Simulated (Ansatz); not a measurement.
We consider bcc Ba, described by r²SCAN (Ansatz, a first-principles code, plane waves, PAW).

Run with plane-wave cutoff 560 eV, 16×16×16 k mesh, Fermi–Dirac smearing 0.05 eV, scalar-relativistic PAW data made under PBE.

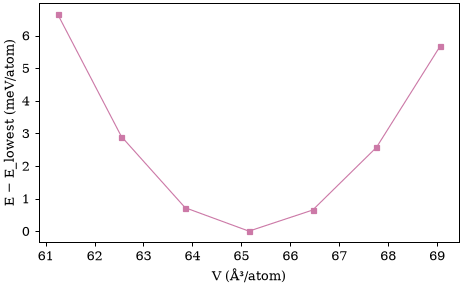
Figure: Total energy against volume

From the curve, estimate the equilibrium volume and the bulk modulus.

V0 ≈ 65.2 Å³/atom and B0 ≈ 8.4 GPa; the fit gives V0 = 65.173 Å³/atom, B0 = 8.39 GPa, B′ = 2.5.

Measured, for comparison: bulk modulus 9.34 GPa (corrected for temperature and zero-point phonon effects, our sources range from 9.34 to 10.6; as tabulated in Levämäki et al. (2014), arXiv:1402.3671); equilibrium volume per atom 62.31 Å³/atom (low-temperature or extrapolated to 0 K; zero-point anharmonic expansion removed; as tabulated in Csonka et al. (2009), arXiv:0903.4037). Computed (rounded) less measured: bulk modulus -10 % (-10 % to -21 % over the range), equilibrium volume per atom +4.6 %.

Spin–orbit coupling is not included.
